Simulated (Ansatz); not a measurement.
```yaml
atoms:
  - { symbol: Zn, position_ang: [-0.2832, -0.0173, 0.0925] }
  - { symbol: O, position_ang: [-0.3090, 0.1906, 1.8692] }
  - { symbol: H, position_ang: [-1.0301, -0.3032, 2.3019] }
  - { symbol: O, position_ang: [-0.1999, 0.0101, -1.6900] }
  - { symbol: H, position_ang: [0.1687, -0.8262, -2.0338] }
  - { symbol: H, position_ang: [2.2946, -0.6137, 0.9220] }
  - { symbol: H, position_ang: [1.7369, -0.4810, 1.3659] }
```

Not at a stationary point (largest force 1.9 eV/Å).

The calculation used Ansatz, RKS PBE-D4/def2-SVP.

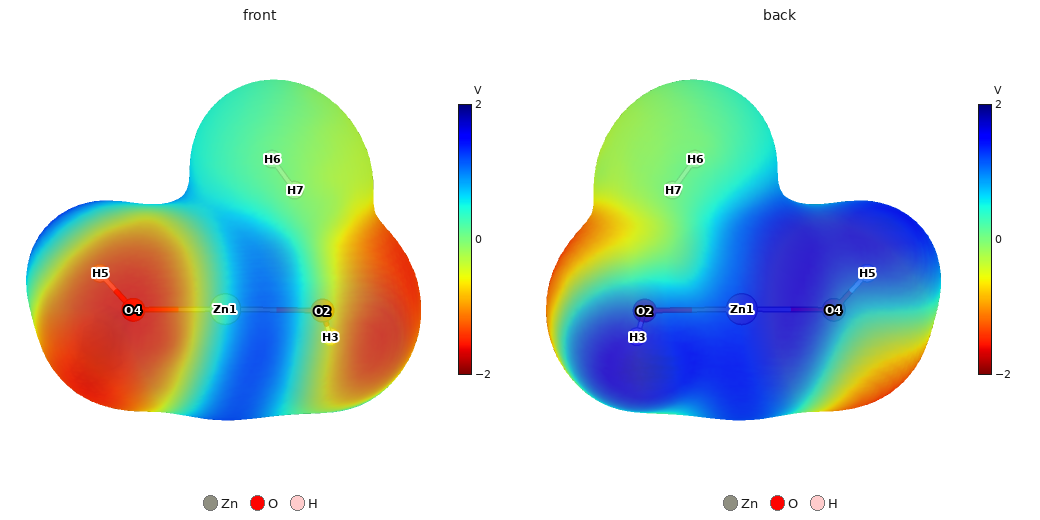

H₂O₂Zn···H₂. The electrostatic potential painted on the density surface at 0.001 e/bohr³, seen from the front and from behind; red is negative and blue positive.

Describe the electrostatic potential map.

The most negative region (about −1.6 V) lies over O4, the most positive (about +1.6 V) over H3. O4 is the likeliest acceptor of a hydrogen bond.
